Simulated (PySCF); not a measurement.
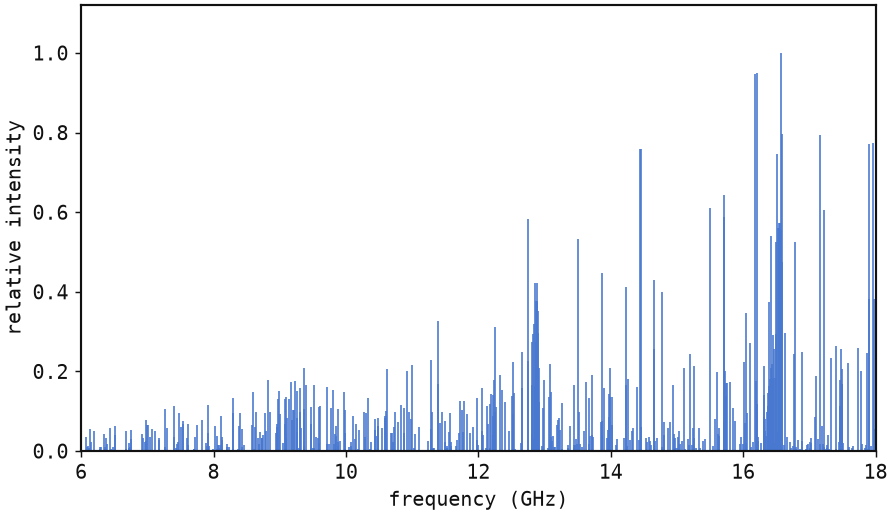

Simulated rotational absorption lines between 6 and 18 GHz at 5 K: rigid rotor with the equilibrium constants and dipole of one optimised conformer (PBE0-D3(BJ)/def2-SVP, PySCF 2.14.0), commonest isotopes; no centrifugal distortion, hyperfine structure, internal rotation or nuclear-spin weights; lines within 1 MHz of each other are summed.

Which molecule gives this spectrum?
A. C₆H₁₁PSi, SMILES C[SiH2]P1C=CCC=C1
B. C₅H₈OP₂S, SMILES C[P@@](=O)(P)c1cccs1
C. C₂H₅PSe, SMILES [Se]=[PH]1CC1
D. C₅H₁₁P, SMILES CP(C)C1CC1

Answer. Option A. Rotational constants A, B, C = 2.716, 0.9250, 0.8187 GHz, |μa|, |μb|, |μc| = 0.42, 0.73, 1.00 D.

Known limits of this run: coarse grid, loose stop and no frequency check, small forces are noise and the end may be a saddle.
